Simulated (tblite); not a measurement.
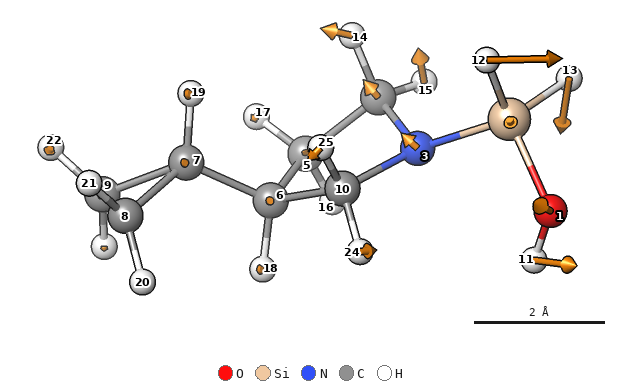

This is a relaxation of C7H15NOSi. The starting structure is drawn; orange arrows show the displacements, 3 times their true length. The two geometries are superimposed by the best rigid fit.

The picture is a ball-and-stick view, seen from a free direction.

Level of theory: GFN2-xTB geometry optimisation, gas phase in tblite 0.8.0. 

Atoms of which element are displaced furthest, and by how much?

Hydrogen: up to 0.40 Å, against 0.19 Å for oxygen.

What did the optimiser do to the structure, and how much energy did it gain?

An H atom moves most after the best rigid fit: 0.40 Å. By element the largest moves are H 0.40 Å, O 0.19 Å, C 0.13 Å, N 0.12 Å, Si 0.09 Å. Among the contacts that change: C–N 1.484 → 1.449 Å, H–Si 1.492 → 1.464 Å, N–Si 1.694 → 1.715 Å, H–O 0.974 → 0.954 Å. Bond angles that change, for instance: O–Si–H 111.9° → 99.7°, N–Si–H 109.3° → 117.5°, Si–O–H 112.4° → 120.4°. Groups turn about O–Si by about 30°. Over 78 geometry steps the energy falls by 21.2 kJ/mol.
